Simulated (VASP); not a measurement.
# A VASP study of Na2Sb (SCAN): structure first, properties next, part 3 of 5

Aim: relax Na2Sb, then compute properties on the relaxed cell. The cell is generated by rule, not measured, and may not be a known phase. Left out of this account: 1 further run (phonons: its modes failed a check).

VASP 6.6.1; SCAN; plane waves and PAW (Na_pv, Sb); invented cell.

Still holding for the runs below: This run has no spin polarisation. Its electron count is odd, so without a moment it is a metal by construction. The k-mesh is coarse for a metal.

So far. Step 4 (Second relaxation): It ends with forces that vanish by symmetry and a pressure of -0.06 GPa. The volume moved by under 0.01 %: the run met its threshold at the first step. Step 5 (Density, ELF and potential (SCAN)): In this run the pressure is -0.06 GPa, small enough to go on.

## Step 6: Band structure (SCAN)

Levels along the symmetry lines show where the bands peak and cross; KPOINTS_OPT computes them in the converged potential.

INCAR

```
SYSTEM = Na2Sb
PREC = Accurate
ENCUT = 400
EDIFF = 1E-06
NELM = 100
ISMEAR = 1
SIGMA = 0.2
LREAL = .FALSE.
ALGO = Normal
METAGGA = SCAN
LASPH = .TRUE.
NBANDS = 22
LORBIT = 11
LWAVE = .FALSE.
LCHARG = .FALSE.
```

POSCAR

```
Na2Sb
1.0
    5.1376339365      0.0000000000      0.0000000000
   -2.5688169682      4.4493215050      0.0000000000
    0.0000000000      0.0000000000      3.2440408016
Na Sb
2 1
Direct
    0.3333333300      0.6666666700      0.0000000000
    0.6666666700      0.3333333300      0.0000000000
    0.0000000000      0.0000000000      0.5000000000
```

KPOINTS

```
Automatic mesh
0
Gamma
5 5 6
0 0 0
```

KPOINTS_OPT

```
Line mode
16
Line-mode
Reciprocal
  0.00000000   0.00000000   0.00000000 GAMMA
  0.50000000   0.00000000   0.00000000 M

  0.50000000   0.00000000   0.00000000 M
  0.33333333   0.33333333   0.00000000 K

  0.33333333   0.33333333   0.00000000 K
  0.00000000   0.00000000   0.00000000 GAMMA

  0.00000000   0.00000000   0.00000000 GAMMA
  0.00000000   0.00000000   0.50000000 A

  0.00000000   0.00000000   0.50000000 A
  0.50000000   0.00000000   0.50000000 L

  0.50000000   0.00000000   0.50000000 L
  0.33333333   0.33333333   0.50000000 H

  0.33333333   0.33333333   0.50000000 H
  0.00000000   0.00000000   0.50000000 A

  0.50000000   0.00000000   0.50000000 L
  0.50000000   0.00000000   0.00000000 M

  0.33333333   0.33333333   0.00000000 K
  0.33333333   0.33333333   0.50000000 H
```

The projector-augmented-wave data sets are Na_pv and Sb (PBE family, release 64).

Started as:

```bash
$ mpirun -np 1 vasp_std
```

The program printed:

```text
[... set-up lines as in an earlier step ...]
 entering main loop
       N       E                     dE             d eps       ncg     rms          rms(c)
DAV:   1     0.105208668800E+03    0.10521E+03   -0.80836E+03   892   0.721E+02
DAV:   2    -0.395230702639E+02   -0.14473E+03   -0.13974E+03   918   0.250E+02
DAV:   3    -0.482636909770E+02   -0.87406E+01   -0.87053E+01  1062   0.649E+01
DAV:   4    -0.484118352072E+02   -0.14814E+00   -0.14811E+00  1034   0.946E+00
DAV:   5    -0.484158211192E+02   -0.39859E-02   -0.39858E-02  1072   0.145E+00    0.174E+00
DAV:   6    -0.470300060835E+02    0.13858E+01   -0.40885E-01   964   0.553E+00    0.123E+00
DAV:   7    -0.470124172548E+02    0.17589E-01   -0.18341E-01   904   0.303E+00    0.409E-01
DAV:   8    -0.470154520301E+02   -0.30348E-02   -0.93021E-03  1066   0.570E-01    0.312E-01
DAV:   9    -0.470168474122E+02   -0.13954E-02   -0.26714E-03   892   0.395E-01    0.190E-02
DAV:  10    -0.470168527367E+02   -0.53245E-05   -0.13022E-04  1108   0.800E-02    0.121E-02
DAV:  11    -0.470168693899E+02   -0.16653E-04   -0.30934E-05  1002   0.409E-02    0.810E-03
DAV:  12    -0.470168654111E+02    0.39787E-05   -0.19868E-06  1066   0.855E-03    0.506E-03
DAV:  13    -0.470168586434E+02    0.67678E-05   -0.12362E-06   858   0.750E-03    0.107E-03
DAV:  14    -0.470168595278E+02   -0.88440E-06   -0.13880E-07   536   0.318E-03
   1 F= -.47016860E+02 E0= -.47016881E+02  d E =0.652576E-04
 Start KPOINTS_OPT (optional k-point list driver)
k-point batch [1-20\144]
       N       E                     dE             ncg
DAV:   1    -0.230657974014E+04   -0.60795E+04      880
DAV:   2    -0.524870922064E+04   -0.29421E+04      944
DAV:   3    -0.542229269252E+04   -0.17358E+03     1082
DAV:   4    -0.542523927512E+04   -0.29466E+01     1100
DAV:   5    -0.542531881175E+04   -0.79537E-01     1102
DAV:   6    -0.542532215772E+04   -0.33460E-02     1092
DAV:   7    -0.542532236730E+04   -0.20958E-03     1246
DAV:   8    -0.542532237161E+04   -0.43084E-05      954
DAV:   9    -0.542532237181E+04   -0.19670E-06      802
[...]
k-point batch [141-144\144]
       N       E                     dE             ncg
DAV:   1     0.579185166913E+04   -0.30038E+04      176
DAV:   2     0.523144114774E+04   -0.56041E+03      182
DAV:   3     0.519744653768E+04   -0.33995E+02      212
DAV:   4     0.519688353117E+04   -0.56301E+00      212
DAV:   5     0.519686705066E+04   -0.16481E-01      236
DAV:   6     0.519686662033E+04   -0.43033E-03      220
DAV:   7     0.519686660434E+04   -0.15994E-04      228
DAV:   8     0.519686660423E+04   -0.10856E-06      166
```

The job ended after 4.9 min (1 MPI rank of Intel Xeon Platinum 8488C (Sapphire Rapids), shared host; peak memory 0.18 GiB).

OUTCAR, selected parts (step 6):

```text
   k-points           NKPTS =     20   k-points in BZ     NKDIM =     20   number of bands    NBANDS=     22

   NELECT =      19.0000    total number of electrons

 E-fermi :   4.2883

 k-point     1 :       0.0000    0.0000    0.0000
  band No.  band energies     occupation
    ...
      6     -22.0990      2.00000
      7      -6.5057      2.00000
      8       2.0660      2.00000
      9       2.0660      2.00000
     10       4.2778      1.08910
     11       6.7983     -0.00000
     12       6.7988     -0.00000
     13       8.2830     -0.00000
     14       9.2731      0.00000
     15      11.6633      0.00000
    ...

  Total       -0.0160291     -0.0160291     -0.0155810     -0.0000000     -0.0000000      0.0000000
  in kB       -0.3463195     -0.3463195     -0.3366375     -0.0000000     -0.0000000      0.0000000
  external PRESSURE =      -0.3430921 kB  Pullay stress =       0.0000000 kB

 POSITION                                       TOTAL-FORCE (eV/Angst)
 -----------------------------------------------------------------------------------
     -0.00000      2.96621      0.00000        -0.000000      0.000000     -0.000000
      2.56882      1.48311      0.00000         0.000000     -0.000000      0.000000
      0.00000      0.00000      1.62202         0.000000      0.000000      0.000000
 -----------------------------------------------------------------------------------
    total drift:                               -0.000000      0.000000      0.000000

  FREE ENERGIE OF THE ION-ELECTRON SYSTEM (eV)
  ---------------------------------------------------
  free  energy   TOTEN  =       -47.0168595278 eV

  energy  without entropy=      -47.0169247854  energy(sigma->0) =      -47.01688128

[... 8 parts as in an earlier step ...]

[... 8 further parts left out ...]
```

Spin-orbit coupling is off here; with elements this heavy it splits and shifts levels by tenths of an eV or more.

This step gave:

```
SCF cycles : 14
bands      : 22
pressure   : -0.03431 GPa
```

Electronic bands along the path, in eV, zero at the Fermi level; # counts the bands kept, so #1 is VASP's band 7:

```csv
point,#1,#2,#3,#4,#5,#6,#7,#8
Γ,-10.79,-2.22,-2.22,-0.01,2.51,2.51,3.99,4.98
M,-10.46,-4.46,-2.72,0.55,4.18,5.62,6.12,7.00
K,-10.42,-3.94,-3.94,3.32,3.32,4.05,4.21,8.52
Γ,-10.79,-2.22,-2.22,-0.01,2.51,2.51,3.99,4.98
A,-8.28,-4.73,-0.03,-0.03,2.90,4.47,4.47,4.53
L,-8.03,-4.35,-2.00,-0.60,1.42,3.31,3.66,5.13
H,-7.99,-4.30,-1.57,-1.57,2.00,2.00,5.81,5.81
A,-8.28,-4.73,-0.03,-0.03,2.90,4.47,4.47,4.53
jump to L,-8.03,-4.35,-2.00,-0.60,1.42,3.31,3.66,5.13
M,-10.46,-4.46,-2.72,0.55,4.18,5.62,6.12,7.00
jump to K,-10.42,-3.94,-3.94,3.32,3.32,4.05,4.21,8.52
H,-7.99,-4.30,-1.57,-1.57,2.00,2.00,5.81,5.81
```

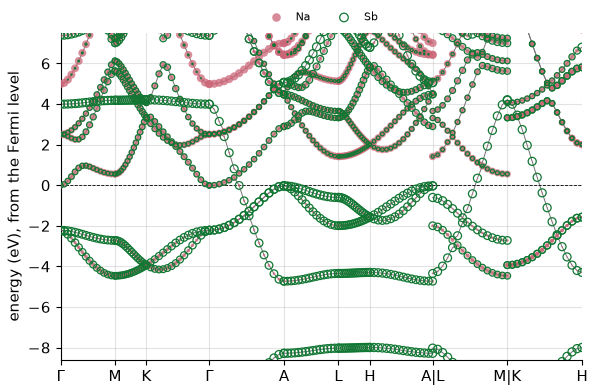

Electronic bands along the path; dots are coloured as in the legend, and their area grows with the weight.

There is no gap at this level.

## Step 7: Total and projected DOS (SCAN)

Here the states are counted by energy and projected on the atoms. The mesh is finer than in the run before.

Edit INCAR of step 6 so:

```diff
@@ -5,3 +5,3 @@
 NELM = 100
-ISMEAR = 1
+ISMEAR = -5
 SIGMA = 0.2
@@ -15 +15,2 @@
 LCHARG = .FALSE.
+NEDOS = 2001
```

POSCAR is that of step 6.

KPOINTS

```
Automatic mesh
0
Gamma
7 7 9
0 0 0
```

Started as:

```bash
$ mpirun -np 1 vasp_std
```

The program printed:

```text
[... set-up lines as in an earlier step ...]
 entering main loop
       N       E                     dE             d eps       ncg     rms          rms(c)
DAV:   1     0.108485907529E+03    0.10849E+03   -0.81641E+03  1766   0.742E+02
DAV:   2    -0.391402512449E+02   -0.14763E+03   -0.14298E+03  1826   0.253E+02
DAV:   3    -0.481533323512E+02   -0.90131E+01   -0.89628E+01  2198   0.660E+01
DAV:   4    -0.483112513801E+02   -0.15792E+00   -0.15790E+00  2048   0.953E+00
DAV:   5    -0.483153832476E+02   -0.41319E-02   -0.41316E-02  2190   0.149E+00    0.170E+00
DAV:   6    -0.469224525558E+02    0.13929E+01   -0.40935E-01  1908   0.552E+00    0.120E+00
DAV:   7    -0.469048040964E+02    0.17648E-01   -0.17972E-01  1838   0.302E+00    0.413E-01
DAV:   8    -0.469080699495E+02   -0.32659E-02   -0.99518E-03  2170   0.585E-01    0.310E-01
DAV:   9    -0.469098538555E+02   -0.17839E-02   -0.29709E-03  1848   0.417E-01    0.246E-02
DAV:  10    -0.469097817390E+02    0.72116E-04   -0.14400E-04  2154   0.853E-02    0.132E-02
DAV:  11    -0.469096711622E+02    0.11058E-03   -0.44504E-05  1996   0.414E-02    0.739E-03
DAV:  12    -0.469096879182E+02   -0.16756E-04   -0.31687E-06  2176   0.106E-02    0.529E-03
DAV:  13    -0.469096967746E+02   -0.88565E-05   -0.41138E-06  1930   0.107E-02    0.210E-03
DAV:  14    -0.469096818904E+02    0.14884E-04   -0.77037E-07  1706   0.363E-03    0.116E-03
DAV:  15    -0.469096837386E+02   -0.18481E-05   -0.65797E-08  1108   0.154E-03    0.789E-05
DAV:  16    -0.469096831142E+02    0.62436E-06   -0.64051E-09  1078   0.639E-04
   1 F= -.46909683E+02 E0= -.46909683E+02  d E =0.000000E+00
 -----------------------------------------------------------------------------
|                                                                             |
|           W    W    AA    RRRRR   N    N  II  N    N   GGGG   !!!           |
|           W    W   A  A   R    R  NN   N  II  NN   N  G    G  !!!           |
|           W    W  A    A  R    R  N N  N  II  N N  N  G       !!!           |
|           W WW W  AAAAAA  RRRRR   N  N N  II  N  N N  G  GGG   !            |
|           WW  WW  A    A  R   R   N   NN  II  N   NN  G    G                |
|           W    W  A    A  R    R  N    N  II  N    N   GGGG   !!!           |
|                                                                             |
|     Tetrahedron method does not include variations of the Fermi             |
|     occupations, so forces and stress will be inaccurate. We suggest        |
|     using a different smearing scheme ISMEAR = 1 or 2 for metals in         |
|     relaxations.                                                            |
|                                                                             |
 -----------------------------------------------------------------------------
```

Run time: 2.3 min. Hardware: 1 MPI rank; peak memory 0.19 GiB.

From OUTCAR (step 7):

```text
   k-points           NKPTS =     40   k-points in BZ     NKDIM =     40   number of bands    NBANDS=     22

   NELECT =      19.0000    total number of electrons

 E-fermi :   3.8513

 k-point     1 :       0.0000    0.0000    0.0000
  band No.  band energies     occupation
    ...
      5     -22.1142      2.00000
      6     -22.0937      2.00000
      7      -6.5097      2.00000
      8       2.0649      2.00000
      9       2.0649      2.00000
     10       4.2716      0.00000
     11       6.7925      0.00000
     12       6.7930      0.00000
     13       8.2997      0.00000
     14       9.2691      0.00000
    ...

  Total       -0.1513395     -0.1513395      0.5468695     -0.0000000     -0.0000000      0.0000000
  in kB       -3.2697884     -3.2697884     11.8154708     -0.0000000     -0.0000000      0.0000000
  external PRESSURE =       1.7586314 kB  Pullay stress =       0.0000000 kB

 POSITION                                       TOTAL-FORCE (eV/Angst)
 -----------------------------------------------------------------------------------
     -0.00000      2.96621      0.00000        -0.000000      0.000000      0.000000
      2.56882      1.48311      0.00000         0.000000     -0.000000     -0.000000
      0.00000      0.00000      1.62202         0.000000      0.000000      0.000000
 -----------------------------------------------------------------------------------
    total drift:                               -0.000000      0.000000      0.000000

  FREE ENERGIE OF THE ION-ELECTRON SYSTEM (eV)
  ---------------------------------------------------
  free  energy   TOTEN  =       -46.9096831142 eV

  energy  without entropy=      -46.9096831142  energy(sigma->0) =      -46.90968311

[... 6 parts as in an earlier step ...]

[... 10 further parts left out ...]
```

With tetrahedra the forces and stress of a metal are not exact derivatives of the energy.

This step gave:

```yaml
scf_cycles: 16
irreducible_k_points: 40
free_energy_toten: -46.91 eV
fermi_energy: 3.851 eV
pressure: 0.1759 GPa
dos_at_the_fermi_level: 0.6853 states/eV/cell
```

The density of states has structure finer than the step of the table below, so its rows give means over 1 eV, whole bins alone (the curve runs from -12.0 to 6.95 eV). Peaks (eV: height): total -3.7: 2.52, -2.0: 2.70, 3.9: 2.49, 5.9: 3.45; Sb p -3.7: 0.633, -2.3: 0.467, -2.0: 0.733, -0.4: 0.379; Na s 2.2: 0.172, 2.6: 0.223, 3.6: 0.183, 3.9: 0.226; Sb s -10.0: 1.06, -7.7: 1.20; Na p 4.0: 0.125, 4.3: 0.118, 4.4: 0.119, 5.9: 0.256.

States under -12.0 eV and over 6.9 eV are left out. The density of states by energy, zero at the Fermi level; means over each step; values in states/eV/cell:

```csv
energy (eV),total,Sb p,Na s,Sb s,Na p
-11,0,0,0,0,0
-10,0.826,0.00375,0.00487,0.417,0.00330
-9,0.583,0.00846,0.00224,0.304,0.00233
-8,0.595,0.00597,8.4e-4,0.342,0.00191
-7,0,0,0,0,0
-6,0,0,0,0,0
-5,0,0,0,0,0
-4,0.613,0.144,0.0272,0.00823,0.00577
-3,1.19,0.256,0.0567,0.0159,0.0174
-2,1.76,0.453,0.0294,0.0302,0.0361
-1,0.927,0.260,0.00820,0.00839,0.0172
0,0.705,0.218,0.00752,0.0194,0.00721
1,0.398,0.0534,0.0390,0.0258,0.00773
2,0.829,0.0665,0.100,0.0333,0.0235
3,1.69,0.194,0.163,0.0456,0.0583
4,1.89,0.186,0.134,0.0273,0.102
5,1.48,0.139,0.0596,0.0204,0.0974
6,1.83,0.133,0.0818,0.0218,0.132
```

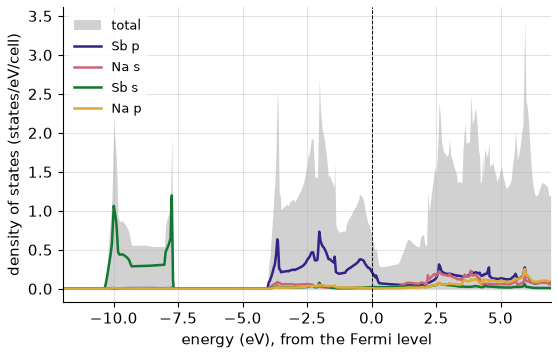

Density of states against energy.

The finer mesh and the other smearing move the Fermi level by -0.44 eV from the 5×5×6 run, one measure of the sampling error in the zero of the bands above. Of the states within 0.3 eV of the Fermi level, the largest shares in the PAW spheres are Sb p 32 %. The rest lies in smaller channels or between the spheres.

## Step 8: Volume scan with SCAN, volume scale 0.94

An equation of state needs energies on both sides of the minimum, all on one mesh and cutoff.

INCAR

```
SYSTEM = Na2Sb
PREC = Accurate
ENCUT = 400
EDIFF = 1E-06
NELM = 100
ISMEAR = 1
SIGMA = 0.2
LREAL = .FALSE.
ALGO = Normal
METAGGA = SCAN
LASPH = .TRUE.
NBANDS = 15
LORBIT = 11
LWAVE = .FALSE.
LCHARG = .FALSE.
ISIF = 2
```

POSCAR

```
Na2Sb
1.0
    5.0327548359      0.0000000000      0.0000000000
   -2.5163774179      4.3584935395      0.0000000000
    0.0000000000      0.0000000000      3.1778173054
Na Sb
2 1
Direct
    0.3333333300      0.6666666700      0.0000000000
    0.6666666700      0.3333333300      0.0000000000
    0.0000000000      0.0000000000      0.5000000000
```

KPOINTS

```
Automatic mesh
0
Gamma
5 5 6
0 0 0
```

Started as:

```bash
$ mpirun -np 1 vasp_std
```

The program printed:

```text
[... set-up lines as in an earlier step ...]
 entering main loop
       N       E                     dE             d eps       ncg     rms          rms(c)
DAV:   1     0.864365627465E+02    0.86437E+02   -0.88107E+03   600   0.110E+03
DAV:   2    -0.416448820121E+02   -0.12808E+03   -0.12570E+03   698   0.319E+02
DAV:   3    -0.482405980581E+02   -0.65957E+01   -0.65253E+01   705   0.801E+01
DAV:   4    -0.483377517041E+02   -0.97154E-01   -0.97146E-01   768   0.108E+01
DAV:   5    -0.483407161514E+02   -0.29644E-02   -0.29644E-02   773   0.176E+00    0.181E+00
DAV:   6    -0.469998651884E+02    0.13409E+01   -0.52573E-01   698   0.823E+00    0.132E+00
DAV:   7    -0.469841027259E+02    0.15762E-01   -0.21623E-01   600   0.422E+00    0.446E-01
DAV:   8    -0.469870532898E+02   -0.29506E-02   -0.76784E-03   775   0.807E-01    0.277E-01
DAV:   9    -0.469881324988E+02   -0.10792E-02   -0.26560E-03   635   0.542E-01    0.312E-02
DAV:  10    -0.469880080483E+02    0.12445E-03   -0.12541E-04   789   0.120E-01    0.190E-02
DAV:  11    -0.469878662776E+02    0.14177E-03   -0.50503E-05   684   0.694E-02    0.731E-03
DAV:  12    -0.469878732746E+02   -0.69970E-05   -0.28639E-06   782   0.141E-02    0.441E-03
DAV:  13    -0.469878966679E+02   -0.23393E-04   -0.16991E-06   676   0.106E-02    0.555E-04
DAV:  14    -0.469878898566E+02    0.68113E-05   -0.15505E-07   412   0.362E-03    0.207E-04
DAV:  15    -0.469878897727E+02    0.83989E-07   -0.14059E-08   370   0.108E-03
   1 F= -.46987890E+02 E0= -.46987861E+02  d E =-.854669E-04
```

Wall time 71 s (1 MPI rank); peak memory 0.17 GiB.

From OUTCAR (step 8):

```text
   ENCUT  =  400.0 eV  29.40 Ry    5.42 a.u.   8.21  8.21  5.18*2*pi/ulx,y,z

   NELECT =      19.0000    total number of electrons

 E-fermi :   4.8338

 k-point     1 :       0.0000    0.0000    0.0000
  band No.  band energies     occupation
    ...
      6     -21.6181      2.00000
      7      -6.3002      2.00000
      8       2.4184      2.00000
      9       2.4184      2.00000
     10       4.8760      0.65164
     11       7.3011     -0.00000
     12       7.3015     -0.00000
     13       9.0691      0.00000
     14       9.9455      0.00000
     15      12.4396      0.00000

  Total        0.8304044      0.8304044      1.0591352      0.0000000      0.0000000      0.0000000
  in kB       19.0866233     19.0866233     24.3439408      0.0000000      0.0000000      0.0000000
  external PRESSURE =      20.8390624 kB  Pullay stress =       0.0000000 kB

 POSITION                                       TOTAL-FORCE (eV/Angst)
 -----------------------------------------------------------------------------------
     -0.00000      2.90566      0.00000        -0.000000      0.000000      0.000000
      2.51638      1.45283      0.00000        -0.000000     -0.000000      0.000000
      0.00000      0.00000      1.58891         0.000000      0.000000      0.000000
 -----------------------------------------------------------------------------------
    total drift:                               -0.000000      0.000000      0.000000

  FREE ENERGIE OF THE ION-ELECTRON SYSTEM (eV)
  ---------------------------------------------------
  free  energy   TOTEN  =       -46.9878897727 eV

  energy  without entropy=      -46.9878043058  energy(sigma->0) =      -46.98786128

[... 4 parts as in an earlier step ...]

[... 12 further parts left out ...]
```

The scan keeps the cell's shape and the fractional positions fixed.

Numbers from this step:

```
SCF cycles           : 15
bands                : 15
irreducible k-points : 20
free energy (TOTEN)  : -46.99 eV
Fermi energy         : 4.834 eV
pressure             : 2.084 GPa
```

The pressure here is 2.08 GPa.

(Part 3 of 5 ends here.)

[Lines on the potential files, build, host, timing and source positions are cut from VASP's logs without a mark.]

[Logs are printed without paths, hosts, clocks, repeated set-up lines and the standing remarks that a program may print on its own settings, such as how far it seeks lower states.]

[Hosts, paths, dates, database ids (printed as entryN), source tags and the programs' standing remarks are cut or masked in the printed files.]

[A measured line is paired with the nearest computed mode of its activity, which favours agreement.]
